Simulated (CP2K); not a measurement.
Consider trifluoroacetic acid at its PBE geometry (Å).

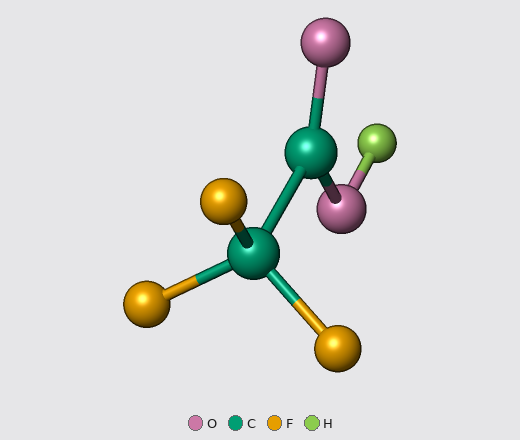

The molecule (oxygen pink, carbon teal, fluorine orange, hydrogen green).

```xyz
8

O     1.2241   -0.8369    0.3760
C     0.6008    0.2890   -0.0486
O     1.1207    1.3409   -0.3501
C    -0.9314    0.0276   -0.0849
F    -1.3775   -0.3271    1.1540
F    -1.5913    1.1320   -0.4824
F    -1.2312   -0.9829   -0.9476
H     2.1859   -0.6425    0.3836
```

Method: CP2K XAS_TDP, all-electron GAPW, PBEh(45%), aug-cc-pVDZ, TDA, no relativity.

Q: Predict the bright core excitations at the O K edge.

Leading lines: O1 530.51 eV and O3 527.18 eV. The leading line of an atom is its first one with 35 % of the strongest within 2.5 eV of its lowest line over the strength cut. 

The first six lines of each atom with a strength over 0.0015:

| atom | energy (eV) | states | strength, one atom |
| --- | --- | --- | --- |
| O1 (bonded to C and H) | 530.51 | 1 | 0.0168 |
|  | 531.81 | 1 | 0.0213 |
|  | 534.25 | 1 | 0.0236 |
|  | 535.03 | 1 | 0.0147 |
|  | 535.13 | 1 | 0.0041 |
|  | 535.30 | 1 | 0.0053 |
| O3 (bonded to C) | 527.18 | 1 | 0.0420 |
|  | 531.99 | 1 | 0.0026 |
|  | 533.18 | 1 | 0.0045 |
|  | 534.03 | 1 | 0.0017 |
|  | 534.48 | 1 | 0.0094 |
|  | 534.77 | 1 | 0.0050 |

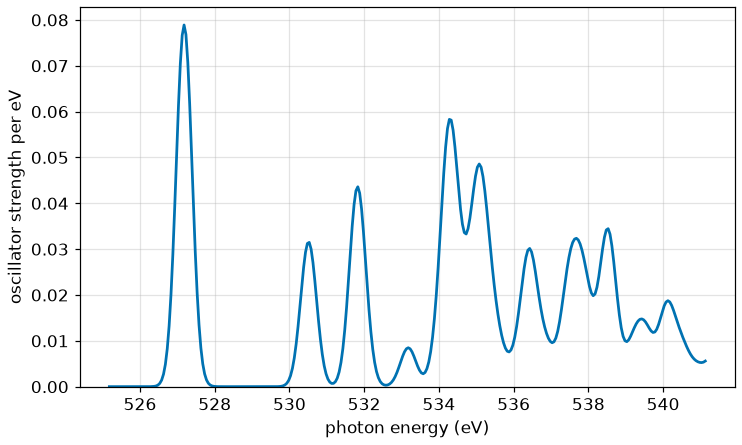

All atoms added, broadened by 0.5 eV.

Lines are vertical, at one geometry, with no vibrational structure. Without a correction of the core level, line positions, and the gaps between valence and Rydberg lines, follow the share of exact exchange. At this level such K lines come out 3 to 6 eV under measured ones. These values hold no scalar relativity, about 0.4 eV for O 1s. Rydberg lines, and the discretised continuum above threshold, depend on the basis and the box.

[Banner, clock and machine lines of the logs are left out without a mark of their own.]

[Logs are printed without paths, hosts, clocks, repeated set-up lines and the standing remarks that a program may print on its own settings, such as how far it seeks lower states.]

[Hosts, paths, dates, database ids (printed as entryN), source tags and the programs' standing remarks are cut or masked in the printed files.]
